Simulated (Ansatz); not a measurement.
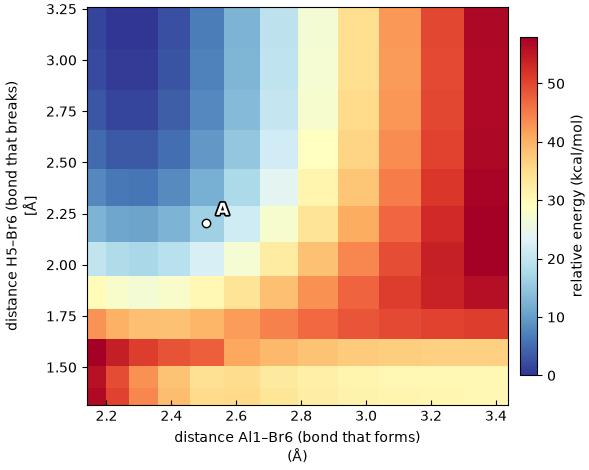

The reacting system AlBrH4O2 (fragments AlH₃O₂ + BrH where the first distance is long, AlBrH₂O₂ + H₂ where the second is long). 
- Coordinates scanned: (1) distance Al1–Br6 (bond that forms); (2) distance H5–Br6 (bond that breaks).
- Relaxed at each point: all other coordinates.
- The scan uses a 12 × 12 grid.
- Points are written as (first, second).
- All energies are given in kcal/mol relative to the lowest grid point.
- Energies and slopes of some neighbouring points disagree (a jump in structure or state, or too coarse a mesh). The reference is spin-restricted, so regions where a bond is pulled apart into radicals lie too high.
- Method: Ansatz 0.2.0, RHF/def2-SVP.

The picture shows one coloured cell a grid point, the point A.

Is A at rest? If not, where is it pushed?

Answer. A, at (2.508 Å, 2.203 Å), is not a stationary point. The computed force is 43 kcal/mol for each Å towards smaller values of the first coordinate and 29 kcal/mol for each Å towards larger values of the second coordinate.
